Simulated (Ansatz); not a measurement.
Band structure of CsPbBr₃ (Pm-3m, 5 atoms in the cell).

```yaml
crystal:
  lattice:
    - [6.07653, 0.00000, 0.00000]
    - [0.00000, 6.07653, 0.00000]
    - [0.00000, 0.00000, 6.07653]
  atoms:
    - { symbol: Cs, position: [0.00000, 0.00000, 0.00000] }
    - { symbol: Pb, position: [0.50000, 0.50000, 0.50000] }
    - { symbol: Br, position: [0.50000, 0.50000, 0.00000] }
    - { symbol: Br, position: [0.00000, 0.50000, 0.50000] }
    - { symbol: Br, position: [0.50000, 0.00000, 0.50000] }
```

Method of the run: PBE (plane waves, PAW; Ansatz, a quantum-chemistry and plane-wave program).

Settings: kpoints.mp_grid.grid = 5 5 5; hamiltonian.xc = pbe; hamiltonian.pseudopotentials = {kind: paw} (the program's default PAW files); scf.occupations.method = fermi_dirac; scf.occupations.width = 0.01 eV; kpoints.band_path.npoints = 8.

The starting cell comes from a database of computed structures (which also holds hypothetical and non-ambient phases and stackings), without a prior relaxation at this level. Its lattice was rescaled by a random factor within 2.5 % of one. Spin-orbit coupling is off.

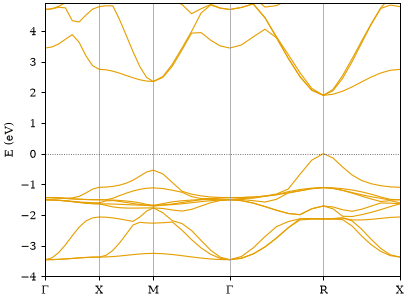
*Bands along the path, energies from the top of the valence band on the path.*

### Question
Read off roughly the gap and where its edges lie.

### Answer
The gap along the path is about 1.9 eV (computed: 1.90 eV), direct at R to within 0.01 eV.

Levels in eV from the top of the valence band on the path, bands 19 to 26:
```tsv
point	19	20	21	22	23	24	25	26
Γ	-1.51	-1.43	-1.43	-1.43	3.44	4.70	4.70	5.42
X	-1.61	-1.51	-1.51	-1.10	2.75	4.79	5.27	5.27
M	-1.69	-1.69	-1.12	-0.54	2.35	2.35	4.92	5.57
R	-1.11	-1.11	-1.11	0.00	1.90	1.90	1.90	4.93
```

Keys are those of Ansatz 0.2.
